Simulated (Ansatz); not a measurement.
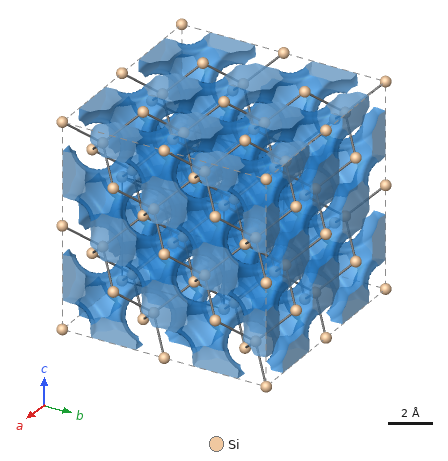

The blue surface encloses the points that the centre of a probe sphere of radius 0.35 Å can occupy in Si (Fd-3m), computed on a grid of about 0.15 Å (2×2×2 cells shown, view from a free direction; pale faces close the region where the box cuts it).

Atoms are hard spheres with touching radii (half the shortest distance): Si 1.17 Å.

The cell is taken from the geometry relaxed with Ansatz, DFT, LDA, PAW with Ansatz's default frozen-core files, scalar-relativistic.

```cif
data_structure
_symmetry_space_group_name_H-M 'P 1'
_symmetry_Int_Tables_number 1
_cell_length_a 5.4023
_cell_length_b 5.4023
_cell_length_c 5.4023
_cell_angle_alpha 90.000
_cell_angle_beta 90.000
_cell_angle_gamma 90.000
_cell_volume 157.66
loop_
_atom_site_label
_atom_site_type_symbol
_atom_site_fract_x
_atom_site_fract_y
_atom_site_fract_z
_atom_site_occupancy
Si1 Si 0.25000 0.25000 0.25000 1
Si2 Si 0.50000 0.00000 0.50000 1
Si3 Si 0.25000 0.75000 0.75000 1
Si4 Si 0.50000 0.50000 0.00000 1
Si5 Si 0.75000 0.25000 0.75000 1
Si6 Si 0.00000 0.00000 0.00000 1
Si7 Si 0.75000 0.75000 0.25000 1
Si8 Si 0.00000 0.50000 0.50000 1
```

Do these regions connect?

Where they connect, they form a three-dimensional network.

What share of the cell can the probe's centre reach?

About 36 % of the volume (57 Å³ of 157.7 Å³).

Give the largest included and the largest free sphere.

The largest sphere that fits anywhere has a diameter of 2.34 Å; the largest that can travel through the crystal, about 2.1 Å.

How does the connectivity change as the probe shrinks?

Below a radius of about 1.04 Å the space forms a three-dimensional network. These are grid estimates, good to about 0.05 Å.
